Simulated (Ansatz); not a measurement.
# One shape, several levels: CHF3O3S (triflic acid)

We compute a comparison of 6 runs (CAM-B3LYP/6-31G*, PBE0/6-31G*, r2SCAN/6-31G*, wB97M-V/6-31G*, RPA@PBE/6-31G*, MP2/6-31G*) of CHF3O3S (triflic acid). 

The results are computed with Ansatz 0.2.0.

115 further runs of the same task are left out: 1 that didn't finish, 114 set aside as unsound or not needed.

## (1) The structure to begin with

CHF3O3S: 9 atoms, total charge 0, spin state singlet. As SMILES, `O=S(=O)(O)C(F)(F)F`. The S2–C5 distance was set to 2.403 Å, away from the relaxed value.

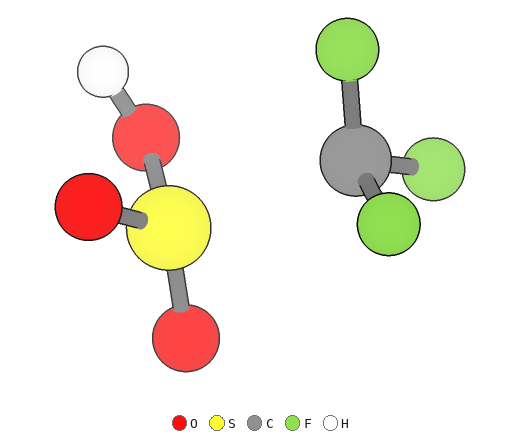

The structure, seen from a chosen angle (oxygen red, sulfur yellow, carbon grey, fluorine green, hydrogen white).

## (2) The energy at CAM-B3LYP/6-31G(d) (spherical functions) (run 1)

job.yaml reads:

```yaml
crystal:
  periodic: [false, false, false]
  atoms:
    - symbol: O
      position_ang: [1.551503, -1.054580, 1.261625]
    - symbol: S
      position_ang: [0.387113, -1.251650, 0.470255]
    - symbol: O
      position_ang: [0.233093, -2.310360, -0.454085]
    - symbol: O
      position_ang: [-0.884127, -1.250660, 1.404005]
    - symbol: C
      position_ang: [0.003130, 0.796730, -0.725230]
    - symbol: F
      position_ang: [-0.076560, 1.801740, 0.138180]
    - symbol: F
      position_ang: [1.014380, 1.004120, -1.547510]
    - symbol: F
      position_ang: [-1.120920, 0.723830, -1.412290]
    - symbol: H
      position_ang: [-0.664557, -0.822710, 2.244475]
basis:
  gaussian: {orbitals: 6-31G_st_-spherical.json}
hamiltonian: {xc: {name: CAM-B3LYP}}
accuracy: high
output: {orbitals: {seedname: orbitals}}
```

The basis set 6-31G* is read from a file made from the Basis Set Exchange's data (not shown).

Launch:

```
$ ansatz run job.yaml --threads 1 --pin off --max-ram 3480MiB --events-out events.jsonl --progress --plain --runs-dir runs
```

Log:

```text
Warning: RAYON_NUM_THREADS=1 ignored (pool sized by the plan → 1); use --threads N
Functional definition: CAM-B3LYP
  name "CAM-B3LYP"
  parameter alpha = 0.19
  parameter beta = 0.46
  parameter omega = 0.33/bohr
  parameter ac = 0.81
  exchange = (1 - alpha - beta)*b88_x + beta*b88_x_sr(omega) + alpha*exact_x + beta*exact_x_lr(omega)
  correlation = (1 - ac)*vwn5_c + ac*lyp_c
2633 factors; integrals over basis functions are off by at most 4.4e-9 eV
479 factors; integrals over basis functions are off by at most 2.6e-9 eV
mean field evaluation 1: about -26158.5388 eV, gradient 8.5e1 eV
mean field evaluation 2: about -26139.9892 eV, gradient 1.3e2 eV
mean field evaluation 4: about -26170.9846 eV, gradient 6.4e0 eV
mean field evaluation 8: about -26171.4263 eV, gradient 6.7e-1 eV
mean field evaluation 16: about -26171.4274 eV, gradient 5.6e-4 eV
mean field -26171.42742388 eV, -961.7822181971 hartree, gradient 5.0e-8 eV, S^2 0.000000; 0 other end points of the search recorded, 0 dependent functions left out
reference -26171.42743863 eV, -961.7822187391 hartree; 37, 37 occupied and 81, 81 virtual orbitals, 2633 factors
Total energy: -26171.42743863 eV, -961.7822187391 hartree
```

It took 17 s on 1 thread of Intel Xeon Platinum 8259CL at 2.50GHz (Skylake/Cascade Lake), shared host; peak memory 0.61 GiB.

## (3) The energy at PBE0/6-31G(d) (spherical functions) (run 2)

run.yaml reads:

```yaml
crystal:
  periodic: [false, false, false]
  atoms:
    - symbol: O
      position_ang: [1.551503, -1.054580, 1.261625]
    - symbol: S
      position_ang: [0.387113, -1.251650, 0.470255]
    - symbol: O
      position_ang: [0.233093, -2.310360, -0.454085]
    - symbol: O
      position_ang: [-0.884127, -1.250660, 1.404005]
    - symbol: C
      position_ang: [0.003130, 0.796730, -0.725230]
    - symbol: F
      position_ang: [-0.076560, 1.801740, 0.138180]
    - symbol: F
      position_ang: [1.014380, 1.004120, -1.547510]
    - symbol: F
      position_ang: [-1.120920, 0.723830, -1.412290]
    - symbol: H
      position_ang: [-0.664557, -0.822710, 2.244475]
basis:
  gaussian:
    orbitals: 6-31G_st_-spherical.json
hamiltonian:
  xc: {name: PBE0}
accuracy: high
output:
  orbitals: {seedname: orbitals}
```

The basis set 6-31G* is read from a file made from the Basis Set Exchange's data (not shown).

Launch:

```
$ ansatz run run.yaml --threads 1 --pin off --max-ram 3480MiB --events-out events.jsonl --progress --plain --runs-dir runs
```

Log:

```text
Warning: RAYON_NUM_THREADS=1 ignored (pool sized by the plan → 1); use --threads N
Functional definition: PBE0
  name "PBE0"
  parameter a = 0.25
  parameter kappa = 0.804
  parameter beta = 0.06672455060314922
  exchange = (1 - a)*pbe_x(kappa = kappa, mu = beta*pi^2/3) + a*exact_x
  correlation = pbe_c(beta = beta)
2633 factors; integrals over basis functions are off by at most 4.4e-9 eV
mean field evaluation 1: about -26145.1158 eV, gradient 8.2e1 eV
mean field evaluation 2: about -26112.8280 eV, gradient 1.5e2 eV
mean field evaluation 4: about -26156.2784 eV, gradient 9.4e0 eV
mean field evaluation 8: about -26156.9493 eV, gradient 1.6e0 eV
mean field evaluation 16: about -26156.9546 eV, gradient 4.7e-4 eV
mean field -26156.95458028 eV, -961.2503510046 hartree, gradient 8.0e-9 eV, S^2 0.000000; 0 other end points of the search recorded, 0 dependent functions left out
reference -26156.95458176 eV, -961.2503510591 hartree; 37, 37 occupied and 81, 81 virtual orbitals, 2633 factors
Total energy: -26156.95458176 eV, -961.2503510591 hartree
```

It took 17 s on 1 thread of Intel Xeon Platinum 8259CL at 2.50GHz (Skylake/Cascade Lake), shared host; peak memory 0.54 GiB.

Run 3 isn't shown in full; the table further down has it.

## (4) The energy at wB97M-V/6-31G(d) (spherical functions) (run 4)

in.yaml reads:

```yaml
crystal:
  periodic: [false, false, false]
  atoms:
    - symbol: O
      position_ang: [1.551503, -1.054580, 1.261625]
    - symbol: S
      position_ang: [0.387113, -1.251650, 0.470255]
    - symbol: O
      position_ang: [0.233093, -2.310360, -0.454085]
    - symbol: O
      position_ang: [-0.884127, -1.250660, 1.404005]
    - symbol: C
      position_ang: [0.003130, 0.796730, -0.725230]
    - symbol: F
      position_ang: [-0.076560, 1.801740, 0.138180]
    - symbol: F
      position_ang: [1.014380, 1.004120, -1.547510]
    - symbol: F
      position_ang: [-1.120920, 0.723830, -1.412290]
    - symbol: H
      position_ang: [-0.664557, -0.822710, 2.244475]
basis:
  gaussian: {orbitals: 6-31G_st_-spherical.json}
accuracy: high
total_charge: 0
output: {orbitals: {seedname: orbitals}}
hamiltonian: {xc: {name: wB97M-V}}
```

The basis set 6-31G* is read from a file made from the Basis Set Exchange's data (not shown).

Launch:

```
$ ansatz run in.yaml --threads 1 --pin off --max-ram 3480MiB --events-out events.jsonl --progress --plain --runs-dir runs
```

Log (excerpt; [...] marks lines left out):

```text
Warning: RAYON_NUM_THREADS=1 ignored (pool sized by the plan → 1); use --threads N
Functional definition: wB97M-V
  name "wB97M-V"
[...]
  gx(w, u) = 1 - cx + cx01*u + cx10*w
  gss(w, u) = css00 + css04*u^4 + css10*w + css20*w^2 + css43*w^4*u^3
  gos(w, u) = cos00 + cos10*w + (cos20 + cos21*u)*w^2 + (cos60 + cos61*u)*w^6
[...]
      + integral(e_c_pw_mod_opposite_spin*gos(b97_w_opposite, b97_u_opposite)) + vv10(b, c)
2633 factors; integrals over basis functions are off by at most 4.4e-9 eV
420 factors; integrals over basis functions are off by at most 2.0e-9 eV
[...]
mean field -26171.47888624 eV, -961.7841094037 hartree, gradient 6.5e-8 eV, S^2 0.000000; 0 other end points of the search recorded, 0 dependent functions left out
reference -26171.47888888 eV, -961.7841095007 hartree; 37, 37 occupied and 81, 81 virtual orbitals, 2633 factors
Total energy: -26171.47888888 eV, -961.7841095007 hartree
```

Wall time 2.1 min (1 thread of Intel Xeon Platinum 8259CL at 2.50GHz (Skylake/Cascade Lake), shared host); peak memory 0.91 GiB.

Run 5 isn't shown in full; the table further down has it.

## (5) A single-point energy at MP2/6-31G(d) (spherical functions) (run 6)

job.yaml reads:

```yaml
crystal:
  periodic: [false, false, false]
  atoms:
    - {symbol: O, position_ang: [1.551503, -1.054580, 1.261625]}
    - {symbol: S, position_ang: [0.387113, -1.251650, 0.470255]}
    - {symbol: O, position_ang: [0.233093, -2.310360, -0.454085]}
    - {symbol: O, position_ang: [-0.884127, -1.250660, 1.404005]}
    - {symbol: C, position_ang: [0.003130, 0.796730, -0.725230]}
    - {symbol: F, position_ang: [-0.076560, 1.801740, 0.138180]}
    - {symbol: F, position_ang: [1.014380, 1.004120, -1.547510]}
    - {symbol: F, position_ang: [-1.120920, 0.723830, -1.412290]}
    - {symbol: H, position_ang: [-0.664557, -0.822710, 2.244475]}
basis:
  gaussian:
    orbitals: 6-31G_st_-spherical.json
correlation:
  method: mp2
  frozen_orbitals: {C: 1, F: 1, H: 0, O: 1, S: 5}
accuracy: high
```

The basis set 6-31G* is read from a file made from the Basis Set Exchange's data (not shown).

Launch:

```
$ ansatz run job.yaml --threads 1 --pin off --max-ram 3480MiB --events-out events.jsonl --progress --plain --runs-dir runs
```

Log:

```text
Warning: RAYON_NUM_THREADS=1 ignored (pool sized by the plan → 1); use --threads N
Functional definition: HF
  name "HF"
  exchange = exact_x
  correlation = 0
2633 factors; integrals over basis functions are off by at most 4.4e-9 eV
mean field evaluation 1: about -26078.0148 eV, gradient 6.9e1 eV
mean field evaluation 2: about -26078.1614 eV, gradient 6.9e1 eV
mean field evaluation 4: about -26087.0972 eV, gradient 4.9e0 eV
mean field evaluation 8: about -26087.1767 eV, gradient 5.7e-1 eV
mean field evaluation 16: about -26087.1776 eV, gradient 2.5e-8 eV
mean field -26087.17763421 eV, -958.6860955333 hartree, gradient 2.5e-8 eV, S^2 0.000000; 0 other end points of the search recorded, 0 dependent functions left out; unrestricted orbitals would lower it
12 core orbitals not correlated: weight in the atoms' cores, before any rotation towards them, 1.000 or more for the frozen orbitals, at most 0.000 for the correlated occupied ones
reference -26087.17763421 eV, -958.6860955333 hartree; 25, 25 occupied and 81, 81 virtual orbitals, 2633 factors
second order -36.04411411 eV of doubles, -0.00000000 eV of singles
Total energy: -26123.22174832 eV, -960.0106922953 hartree
```

It took 12 s on 1 thread of Intel Xeon Platinum 8259CL at 2.50GHz (Skylake/Cascade Lake), shared host; peak memory 0.47 GiB.

## (6) The series

| run | level | frozen core orbitals | energy (Eh) | HOMO energy (eV) | LUMO energy (eV) | HOMO–LUMO gap (eV) | wall time |
| --- | --- | --- | --- | --- | --- | --- | --- |
| 1 | CAM-B3LYP/6-31G* (spherical functions) | – | -961.782219 | -9.66 | -1.32 | 8.34 | 17 s |
| 2 | PBE0/6-31G* (spherical functions) | – | -961.250351 | -8.39 | -2.35 | 6.04 | 17 s |
| 3 | r2SCAN/6-31G* (spherical functions) | – | -961.681896 | -7.34 | -3.05 | 4.29 | 24 s |
| 4 | wB97M-V/6-31G* (spherical functions) | – | -961.784110 | -10.45 | -0.26 | 10.19 | 2.1 min |
| 5 | RPA@PBE/6-31G* (spherical functions) | 12 | -960.510265 | – | – | – | 23 s |
| 6 | MP2/6-31G* (spherical functions) | 12 | -960.010692 | – | – | – | 12 s |

## (7) What came out

```
                                           quantity          value
                                run 6: total energy  -960.01069 Eh
run 6: correlation energy (12 core orbitals frozen)    -1324.6 mEh
```

In words: Over runs 1, 2, 3, 4 the HOMO–LUMO gap runs from 4.29 eV (r2SCAN/6-31G*) to 10.19 eV (wB97M-V/6-31G*). Totals of different functionals can't be ranked against each other. In run 6 the log says that unrestricted orbitals would lower the reference, so the values rest on an unstable closed-shell determinant (other closed-shell runs at this shape may share the fault). All runs together took 3.7 min, the longest 2.1 min.
